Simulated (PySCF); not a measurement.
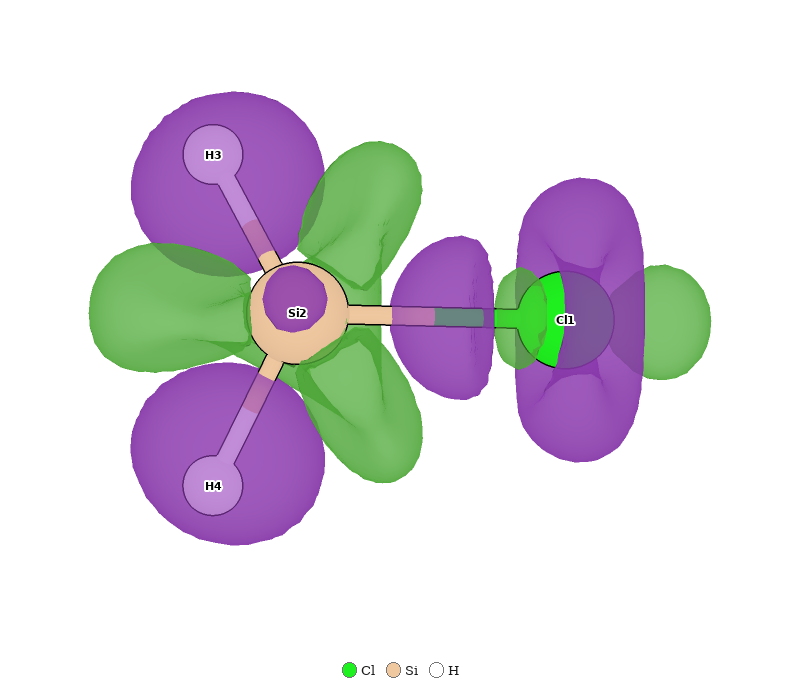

ClH2Si, doublet, SMILES `Cl[SiH2]`. Deformation density (molecule less spherical, spin-averaged free atoms at the same positions), surfaces at ±0.04 e/Å³; purple: gain, green: loss.

PySCF calculation, r2SCAN/6-311G**, gas phase; geometry: GFN2-xTB. No frequency check shows the geometry to be a minimum. The stability of the open-shell solution wasn't checked. GFN2-xTB bond lengths at metals and heavier atoms can be off by up to 0.1 Å and shapes distorted, which carries into these values. GFN2-xTB doesn't know the spin state, so this open-shell geometry is rough.

Geometry (Å), atoms numbered from 1:

```
Cl1     -1.0114   -0.0000    0.0149
Si2      1.0081   -0.0001   -0.0871
H3       1.5392    1.2254    0.4826
H4       1.5401   -1.2240    0.4832
```

> How much density has each bond gained at its critical point, relative to the free atoms?

Si2–H4 and Si2–H3: +0.22 e/Å³ at the bond critical point (bond length 1.45 Å, Mayer order 0.9). Cl1–Si2: +0.06 e/Å³ at the bond critical point (bond length 2.02 Å, Mayer order 1.0); up to 0.6 Å beside the axis the gain reaches +0.17 e/Å³. In all, 0.9 electrons gather in the regions of gain relative to the promolecule. A small or negative value marks a very polar bond, one between electron-rich atoms, whose free-atom densities already overlap strongly, a long bond to a heavier atom, or a closed-shell contact such as a hydrogen bond.

> Where do the Hirshfeld charges lie?

The highest Hirshfeld charge is on Si2 (+0.26 e), the lowest on Cl1 (−0.13 e).

Run time: 16 s on 1 thread of Arm Neoverse N1, on a shared host, peak memory 0.3 GiB.
